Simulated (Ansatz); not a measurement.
# Optical response of Ag2IBr (model structure)

Wanted: where Ag2IBr (model structure) starts to absorb, how strongly, and its refractive index. The structure is a model built here, which may or may not match a known phase. It was built so: 1 of the 2 Br atoms of the cell replaced by I in the P2_1/m structure of AgBr.

Method: DFT, PBE, plane-wave PAW, default files, scalar-relativistic, independent-particle optical response without local fields, in Ansatz 0.2.0.

### 1. The structure

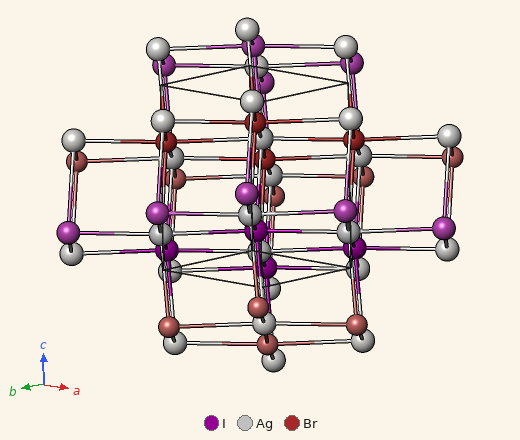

Start, viewed from a free direction; iodine purple, silver light grey, bromine red. 2×2×1 cells are drawn. Some periodic images of atoms are drawn too.

### 2. Relaxation

The structure was built or cut out here, so it is relaxed before any spectrum is computed.

This step: DFT, PBE, plane-wave PAW, default files, scalar-relativistic, relaxation (Ansatz 0.2.0).

File input.yaml:

```yaml
crystal:
  lattice:
    - [4.24483432, 0.0, 0.0]
    - [0.0, 4.28875716, 0.0]
    - [-0.12094316, 0.0, 6.03318861]
  atoms:
    - { symbol: I, position: [0.723132, 0.75, 0.255405] }
    - { symbol: Ag, position: [0.208525, 0.25, 0.239883] }
    - { symbol: Ag, position: [0.791475, 0.75, 0.760117] }
    - { symbol: Br, position: [0.276868, 0.25, 0.744595] }
kpoints:
  mp_grid: { grid: [5, 5, 4] }
scf:
  occupations: { method: fermi_dirac, width: 0.05 }
hamiltonian:
  xc: pbe
  pseudopotentials: { kind: paw }
output:
  forces: true
  stress: true
relax:
  f_tol: 0.02
  max_steps: 50
  cell: {}
```

Launch:

```console
$ ansatz run input.yaml --threads 4 --pin off --max-ram 8192MiB --backend cpu --events-out ev --progress --plain --runs-dir out
```

Numbers of over 12 decimals in the logs are rounded to 6 here.

What it wrote:

```text
Engine: ansatz 0.2.0, aarch64-unknown-linux-gnu
Pseudopotentials: kind: paw
Pseudopotential: I, paw, valence charge 17, recommended cutoff 420 eV (normal), I.paw.azcp
Pseudopotential: Ag, paw, valence charge 19, recommended cutoff 420 eV (normal), Ag.paw.azcp
Pseudopotential: Br, paw, valence charge 7, recommended cutoff 420 eV (normal), Br.paw.azcp
Functional definition: PBE
  parameter kappa = 0.804
  parameter beta = 0.066725
  exchange = pbe_x(kappa = kappa, mu = beta*pi^2/3)
  correlation = pbe_c(beta = beta)
Crystal: 4 atoms, lattice volume = 109.835 Å³
Basis set: ecut = 420 eV, 2151 PW (Γ), exchange–correlation on 60×60×90 points (8 copies of the dense FFT grid, shifted against one another)
Bands: 38, of which v1, the nominal top of the filled ones, is band 31 counted from 1 (30 counted from 0)
Symmetry: 2 space group operations
Space group: Pm (ITA 6), of the structure as read, at distance tolerance 4.8e-5 Å
k-points: 33 of 100 (time reversal used)
Non-local potential: I, projectors of the file, l = 0: 2, l = 1: 2, l = 2: 2, l = 3: 2
Non-local potential: Ag, projectors of the file, l = 0: 3, l = 1: 2, l = 2: 2, l = 3: 1
Non-local potential: Br, projectors of the file, l = 0: 2, l = 1: 2, l = 2: 2
PAW form: soft (Blöchl's): semilocal exchange-correlation on the pseudo side does not see the compensation charge
PAW one-centre angular grid: I, 590 points (default); XC on 64 Gauss nodes
PAW one-centre angular grid: Ag, 590 points (default); XC on 64 Gauss nodes
PAW one-centre angular grid: Br, 110 points (default); XC on 64 Gauss nodes
Initial density: superposition of atomic densities (neutral atoms: chi_scale 0, normalization atom), corrected by the library's trained network
Initial wavefunctions: pseudopotential atomic-orbital guess
Functional: x = pbe(κ = 0.804, μ = 0.219515), c = pbe(β = 0.066725)
SCF iter   1: F=—  HF=-25478.144372 eV  |F-HF|=—  |Δ(HF+E_count)|=         —  Δρ=6.04e-4  dr2=4.85e-4  ethr=1.77e-3  ⟨swp⟩=7.8  Hψ=5500  notcnv=0  defer=11
preconditioner: auto → Resta (q_TF=auto, 2.480 Å⁻¹)  ε∞=6.0  [insulator: Δε(μ)=0.693 eV  Ē_g=9.541 eV  σ=0.050 eV  W_gap=1.00  n_scr=28 (ndim 8)  ℏωp=21.3 eV  f_vac=0.043  D(μ)=0.00/eV (n_scr^D=0)  ε∞_Penn≈6.0]
SCF iter   2: F=—  HF=-25478.145337 eV  |F-HF|=—  |Δ(HF+E_count)|=   9.65e-4  Δρ=4.38e-4  dr2=2.69e-4  ethr=7.83e-7  ⟨swp⟩=3.2  Hψ=2943  notcnv=0  defer=34
SCF iter   3: F=—  HF=-25478.145337 eV  |F-HF|=—  |Δ(HF+E_count)|=   1.30e-8  Δρ=1.88e-4  dr2=4.28e-5  ethr=4.34e-7  ⟨swp⟩=2.1  Hψ=1962  notcnv=0  defer=34
SCF iter   4: F=—  HF=-25478.145345 eV  |F-HF|=—  |Δ(HF+E_count)|=   8.69e-6  Δρ=6.11e-5  dr2=3.94e-6  ethr=6.90e-8  ⟨swp⟩=2.0  Hψ=1888  notcnv=0  defer=34
SCF iter   5: F=—  HF=-25478.145347 eV  |F-HF|=—  |Δ(HF+E_count)|=   1.28e-6  Δρ=2.90e-5  dr2=8.60e-7  ethr=6.35e-9  ⟨swp⟩=2.2  Hψ=1700  notcnv=0  defer=34
SCF iter   6: F=-25478.145347 eV  HF=-25478.145347 eV  |F-HF|=4.86e-8  |Δ(HF+E_count)|=   2.91e-7  Δρ=1.00e-5  dr2=9.59e-8  ethr=1.61e-10  ⟨swp⟩=3.3  Hψ=5631  notcnv=0
SCF 1 converged in 6 iterations: F = -25478.145347 eV  dr2 = 9.59e-8
  greatest PAW one-centre occupation: 1.000 electrons in one spin orbital (limit 2), on the Ag atom at site 1 (counted from 0), in its partial waves of l = 0
relax step   1: F+E_penalty+E_count = -25478.14534690 eV  Δ(F+E_penalty+E_count) = +0.000e0 eV  max|allowed force component| = 9.661e-2 eV/Å  Δτ_max = 0.0000 Å  P = -0.456 GPa  Ω = 109.835 Å³  (6 SCF iters, dr2 threshold 1.00e-7 eV, accepted)
Crystal: 4 atoms, lattice volume = 108.780 Å³
Basis set: ecut = 420 eV, 2119 PW (Γ), exchange–correlation on 60×60×90 points (8 copies of the dense FFT grid, shifted against one another)
Initial density: handed on by an earlier stage of this run
Initial wavefunctions: those handed on with the density
iter 1 solved again at ethr=7.56e-5 eV; its pass at ethr=3.10e-3 eV (dr2=4.69e-2 eV) is discarded
SCF iter   1: F=—  HF=-25478.175950 eV  |F-HF|=—  |Δ(HF+E_count)|=         —  Δρ=5.76e-3  dr2=4.83e-2  ethr=7.56e-5  ⟨swp⟩=2.2  Hψ=6344  notcnv=0
preconditioner: auto → Resta (q_TF=auto, 2.484 Å⁻¹)  ε∞=6.0  [insulator: Δε(μ)=0.705 eV  Ē_g=9.599 eV  σ=0.050 eV  W_gap=1.00  n_scr=28 (ndim 8)  ℏωp=21.4 eV  f_vac=0.042  D(μ)=0.00/eV (n_scr^D=0)  ε∞_Penn≈6.0]
SCF iter   2: F=—  HF=-25478.163075 eV  |F-HF|=—  |Δ(HF+E_count)|=   1.29e-2  Δρ=2.47e-3  dr2=7.84e-3  ethr=7.56e-5  ⟨swp⟩=3.0  Hψ=2210  notcnv=0
SCF iter   3: F=—  HF=-25478.160966 eV  |F-HF|=—  |Δ(HF+E_count)|=   2.11e-3  Δρ=5.75e-4  dr2=1.56e-4  ethr=1.26e-5  ⟨swp⟩=2.1  Hψ=2161  notcnv=0
SCF iter   4: F=—  HF=-25478.161005 eV  |F-HF|=—  |Δ(HF+E_count)|=   3.95e-5  Δρ=1.83e-4  dr2=2.73e-5  ethr=2.52e-7  ⟨swp⟩=2.0  Hψ=1955  notcnv=0
SCF iter   5: F=—  HF=-25478.161002 eV  |F-HF|=—  |Δ(HF+E_count)|=   3.01e-6  Δρ=4.98e-5  dr2=3.10e-6  ethr=4.41e-8  ⟨swp⟩=2.0  Hψ=2204  notcnv=0
SCF iter   6: F=—  HF=-25478.161004 eV  |F-HF|=—  |Δ(HF+E_count)|=   1.24e-6  Δρ=2.12e-5  dr2=6.25e-7  ethr=6.45e-10  ⟨swp⟩=5.0  Hψ=4536  notcnv=0
SCF iter   7: F=-25478.161004 eV  HF=-25478.161004 eV  |F-HF|=4.20e-8  |Δ(HF+E_count)|=   3.58e-7  Δρ=4.86e-6  dr2=4.02e-8  ethr=6.45e-10  ⟨swp⟩=4.1  Hψ=4029  notcnv=0
SCF 2 converged in 7 iterations: F = -25478.161004 eV  dr2 = 4.02e-8
relax step   2: F+E_penalty+E_count = -25478.16100398 eV  Δ(F+E_penalty+E_count) = -1.566e-2 eV  max|allowed force component| = 7.129e-2 eV/Å  Δτ_max = 0.0913 Å  P = -0.023 GPa  Ω = 108.780 Å³  energy of the carried Pulay correction = +2.336e-4 eV  (7 SCF iters, dr2 threshold 4.00e-7 eV, accepted)
Crystal: 4 atoms, lattice volume = 108.764 Å³
Basis set: ecut = 420 eV, 2123 PW (Γ), exchange–correlation on 60×60×90 points (8 copies of the dense FFT grid, shifted against one another)
iter 1 solved again at ethr=4.46e-5 eV; its pass at ethr=3.10e-3 eV (dr2=2.77e-2 eV) is discarded
SCF iter   1: F=—  HF=-25478.176016 eV  |F-HF|=—  |Δ(HF+E_count)|=         —  Δρ=4.29e-3  dr2=2.75e-2  ethr=4.46e-5  ⟨swp⟩=2.2  Hψ=6343  notcnv=0
preconditioner: auto → Resta (q_TF=auto, 2.484 Å⁻¹)  ε∞=6.0  [insulator: Δε(μ)=0.732 eV  Ē_g=9.601 eV  σ=0.050 eV  W_gap=1.00  n_scr=28 (ndim 8)  ℏωp=21.4 eV  f_vac=0.043  D(μ)=0.00/eV (n_scr^D=0)  ε∞_Penn≈6.0]
SCF iter   2: F=—  HF=-25478.168523 eV  |F-HF|=—  |Δ(HF+E_count)|=   7.49e-3  Δρ=1.89e-3  dr2=4.81e-3  ethr=4.43e-5  ⟨swp⟩=2.0  Hψ=1838  notcnv=0
SCF iter   3: F=—  HF=-25478.167088 eV  |F-HF|=—  |Δ(HF+E_count)|=   1.44e-3  Δρ=3.98e-4  dr2=8.54e-5  ethr=7.76e-6  ⟨swp⟩=2.0  Hψ=1775  notcnv=0
SCF iter   4: F=—  HF=-25478.167079 eV  |F-HF|=—  |Δ(HF+E_count)|=   8.23e-6  Δρ=1.40e-4  dr2=1.77e-5  ethr=1.38e-7  ⟨swp⟩=2.0  Hψ=2212  notcnv=0
SCF iter   5: F=—  HF=-25478.167075 eV  |F-HF|=—  |Δ(HF+E_count)|=   4.01e-6  Δρ=3.67e-5  dr2=1.87e-6  ethr=2.86e-8  ⟨swp⟩=2.0  Hψ=2196  notcnv=0
SCF iter   6: F=—  HF=-25478.167076 eV  |F-HF|=—  |Δ(HF+E_count)|=   5.33e-7  Δρ=1.82e-5  dr2=4.46e-7  ethr=5.12e-10  ⟨swp⟩=5.0  Hψ=4520  notcnv=0
SCF iter   7: F=-25478.167076 eV  HF=-25478.167076 eV  |F-HF|=1.58e-8  |Δ(HF+E_count)|=   1.57e-7  Δρ=5.28e-6  dr2=1.89e-8  ethr=5.12e-10  ⟨swp⟩=4.1  Hψ=4029  notcnv=0
SCF 3 converged in 7 iterations: F = -25478.167076 eV  dr2 = 1.89e-8
relax step   3: F+E_penalty+E_count = -25478.16707608 eV  Δ(F+E_penalty+E_count) = -6.072e-3 eV  max|allowed force component| = 8.934e-3 eV/Å  Δτ_max = 0.0755 Å  P = -0.046 GPa  Ω = 108.764 Å³  energy of the carried Pulay correction = +2.372e-4 eV  (7 SCF iters, dr2 threshold 3.18e-7 eV, accepted)
[...]
relax step   4: F+E_penalty+E_count = -25478.16764784 eV  Δ(F+E_penalty+E_count) = -5.718e-4 eV  max|allowed force component| = 2.212e-3 eV/Å  Δτ_max = 0.0190 Å  P = +0.034 GPa  Ω = 108.550 Å³  energy of the carried Pulay correction = +2.849e-4 eV  (6 SCF iters, dr2 threshold 6.09e-8 eV, accepted)
[...]
relax step   5: F+E_penalty+E_count = -25478.16770109 eV  Δ(F+E_penalty+E_count) = -5.325e-5 eV  max|allowed force component| = 1.062e-3 eV/Å  Δτ_max = 0.0105 Å  P = +0.001 GPa  Ω = 108.647 Å³  energy of the carried Pulay correction = +2.633e-4 eV  (6 SCF iters, dr2 threshold 1.13e-8 eV, accepted)
Basis set: ecut = 420 eV, 2119 PW (Γ), exchange–correlation on 60×60×80 points (8 copies of the dense FFT grid, shifted against one another)
Initial wavefunctions: pseudopotential atomic-orbital guess (no wavefunctions were taken with the density)
iter 1 solved again at ethr=1.92e-7 eV; its pass at ethr=3.10e-3 eV (dr2=1.19e-4 eV) is discarded
SCF iter   1: F=—  HF=-25478.166944 eV  |F-HF|=—  |Δ(HF+E_count)|=         —  Δρ=1.48e-4  dr2=7.27e-7  ethr=1.92e-7  ⟨swp⟩=4.0  Hψ=9084  notcnv=0
SCF iter   2: F=—  HF=-25478.167283 eV  |F-HF|=—  |Δ(HF+E_count)|=   3.39e-4  Δρ=7.50e-5  dr2=1.87e-7  ethr=1.17e-9  ⟨swp⟩=2.4  Hψ=2154  notcnv=0
SCF iter   3: F=—  HF=-25478.167413 eV  |F-HF|=—  |Δ(HF+E_count)|=   1.31e-4  Δρ=7.78e-6  dr2=1.16e-8  ethr=3.02e-10  ⟨swp⟩=2.0  Hψ=1777  notcnv=0
SCF iter   4: F=—  HF=-25478.167415 eV  |F-HF|=—  |Δ(HF+E_count)|=   1.04e-6  Δρ=6.53e-7  dr2=2.61e-10  ethr=1.87e-11  ⟨swp⟩=2.0  Hψ=2206  notcnv=0
SCF iter   5: F=—  HF=-25478.167415 eV  |F-HF|=—  |Δ(HF+E_count)|=   1.02e-9  Δρ=1.78e-7  dr2=4.76e-11  ethr=1.00e-12  ⟨swp⟩=5.0  Hψ=5018  notcnv=0
SCF iter   6: F=-25478.167415 eV  HF=-25478.167415 eV  |F-HF|=1.09e-11  |Δ(HF+E_count)|=  6.55e-11  Δρ=6.82e-8  dr2=6.81e-12  ethr=1.00e-12  ⟨swp⟩=4.1  Hψ=4014  notcnv=0
SCF 6 converged in 6 iterations: F = -25478.167415 eV  dr2 = 6.81e-12
relax step   6: F+E_penalty+E_count = -25478.16741452 eV  Δ(F+E_penalty+E_count) = +2.866e-4 eV  max|allowed force component| = 1.055e-3 eV/Å  Δτ_max = 0.0000 Å  P = +0.001 GPa  Ω = 108.647 Å³  stress off target by 5.45e-3 GPa  SCF on the basis re-selected at this cell (its energy is not comparable with the rows above)  (6 SCF iters)
basis re-selected at this cell: Δ(F+E_penalty+E_count) = +2.866e-4 eV, ΔP = +0.001 GPa vs the last step (what re-selecting the basis moved, of the pressure what is left beyond the Pulay correction that the steps carried, after the strain that the cell walked since its last selection, with what the two solves' SCF thresholds leave and, on support functions, any second-order correction that the steps lacked; it is no measure of the basis error at this ecutwfc). The dense FFT grid was sized anew with the basis: this SCF ran on 30×30×40 points, the steps before it on 30×30×45, so part of this shift can come from that change (see relax.cell in the input reference). [rest of the remark cut]
SCF converged after 6 iterations
Free energy (F): -25478.167415 eV
Harris-Foulkes:  -25478.167415 eV  (|F-HF|=1.09e-11)
Internal energy: -25478.167385 eV  (E = F + TS)
E sigma→0 (E₀):  -25478.167400 eV
Entropy (-TS):   -0.000029 eV (-0.007 meV/atom)
Fermi energy:    8.621286 eV
--- Per-component energies (eV) ---
  E_band       = -1088.669960
  E_kinetic    = 1377.159381
  E_local      = -8340.989597  (includes V_loc(G=0)·N_el)
  E_nonlocal   = 146.204067
  E_hartree    = 3843.065194
  E_xc         = -758.131329
  E_vxc        = -696.334372  (∫ρ·V_xc dr)
  E_paw        = -14873.286035  (= ΣΔE_a)
  E_vpaw       = -1260.840595  (= ΣTr[D̂ρ^β])
  E_aug_tail   = 0.000607  (compensation charges beyond the density's cutoff)
  E_ewald      = -6872.189675
  E_smearing   = -0.000029  (= −TS)
  E_closure    = -0.000000  (closes the sum)
  Σ components = -25478.167415   (vs F -25478.167415, Δ=0.00e0)
--- Forces (eV/Å), atoms counted from 1 ---
  atom   1  I      0.00043432     0.00000000    -0.00011042
  atom   2  Ag     0.00052542     0.00000000    -0.00000727
  atom   3  Ag    -0.00105462     0.00000000     0.00003895
  atom   4  Br     0.00009486     0.00000000     0.00007872
  max |Σ_I F_I| component: 1.55e-8 eV/Å
--- Stress (GPa, compression-positive) ---
        0.005449       0.000000      -0.000018
        0.000000      -0.004137       0.000000
       -0.000018       0.000000       0.002382
  P = ⅓ Tr σ = 0.0012 GPa (0.012 kbar)
--- Relaxed structure (5 steps of the walk, 5 accepted, 1 SCFs on fresh bases) ---
  F+E_penalty+E_count = -25478.16741452 eV   max|allowed force component| = 1.055e-3 eV/Å   (the final SCF, on the basis selected at the relaxed cell)
  cell:  # Å, volume = 108.6467 Å³
    - [4.276456, -9.632413427457175e-18, 0.043381]
    - [-9.732083502162955e-18, 4.278964, 1.5026354075459164e-17]
    - [-0.060187, 2.1412696910548014e-17, 5.936754]
  atoms:
    - { symbol: I, position: [0.748992, 0.750000, 0.250005] }
    - { symbol: Ag, position: [0.249101, 0.25, 0.249998] }
    - { symbol: Ag, position: [0.752161, 0.750000, 0.750001] }
    - { symbol: Br, position: [0.249747, 0.25, 0.749996] }
```

Wall time 15 s (4 threads of Arm Neoverse V2, shared host); peak memory 0.47 GiB.

Step by step:

```tsv
step	energy less that of the first step (eV)	largest force component (eV/Å)	pressure (GPa)	volume (Å³)
1	0.0000	0.0966	-0.46	109.83
2	-0.0157	0.0713	-0.02	108.78
3	-0.0217	0.0089	-0.05	108.76
4	-0.0223	0.0022	0.03	108.55
5	-0.0224	0.0011	0.00	108.65
6*	-0.0221	0.0011	0.00	108.65
```

Relaxation steps marked * repeat the geometry before them on a plane-wave basis chosen anew for their cell, so energy and pressure can jump there.

Forces are held to the 2 operations that the run works with; a distortion that breaks them can't arise in this run.

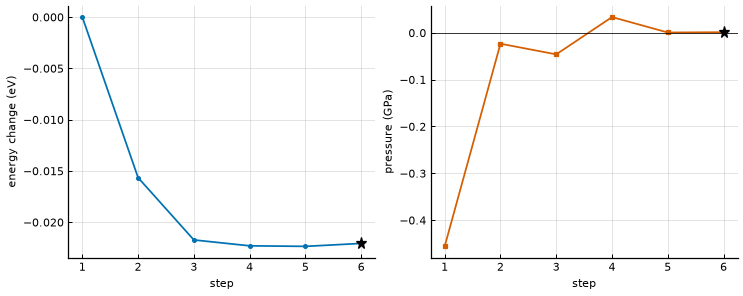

Energy and pressure along the relaxation. Stars mark steps on a basis chosen anew.

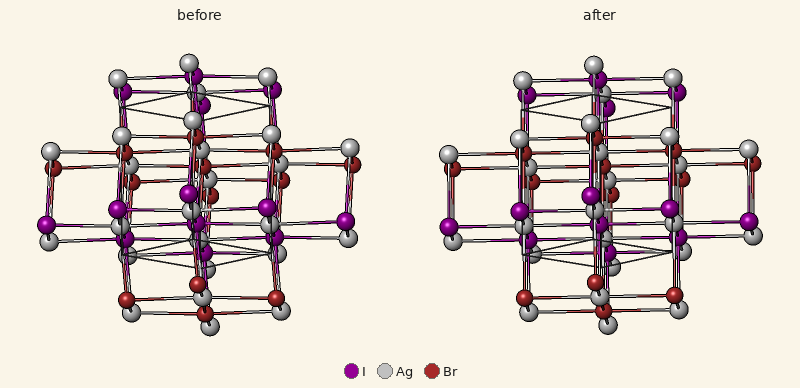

The structure before and after the relaxation, drawn at the same scale.

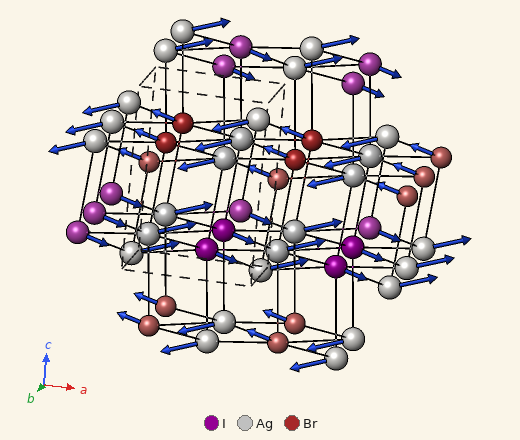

Displacements in the relaxation, exaggerated, measured against the changing cell; the longest in the cell stands for 0.18 Å. 2×2×1 cells are drawn. Some periodic images of atoms are drawn too.

```tsv
cell as run	before	after	change
a (Å)	4.245	4.277	+0.8 %
b (Å)	4.289	4.279	-0.2 %
c (Å)	6.034	5.937	-1.6 %
β (°)	91.15	90.00	-1.3 %
volume (Å³/atom)	27.46	27.16	-1.1 %
```

The atoms that moved most (Å, as changes of fractional coordinates times the final cell):

```tsv
atom	dx	dy	dz	length
Ag2	0.173	0.000	0.062	0.184
Ag3	-0.168	0.000	-0.062	0.179
Br4	-0.116	0.000	0.031	0.120
I1	0.111	0.000	-0.031	0.115
```

Final coordinates:

```xyz
4
Lattice="4.2765 0.0000 0.0434 0.0000 4.2790 0.0000 -0.0602 0.0000 5.9368" Properties=species:S:1:pos:R:3 pbc="T T T"
I     3.1880    3.2092    1.5167
Ag    1.0502    1.0697    1.4950
Ag    3.1714    3.2092    4.4852
Br    1.0229    1.0697    4.4634
```

The relaxation ends with a largest force component of 0.0011 eV/Å and a pressure of 0.00 GPa.

(Continued in part 2 of 3.)

[Logs are printed without paths, hosts, clocks, repeated set-up lines and the standing remarks that a program may print on its own settings, such as how far it seeks lower states.]

[Hosts, paths, dates, database ids (printed as entryN), source tags and the programs' standing remarks are cut or masked in the printed files.]
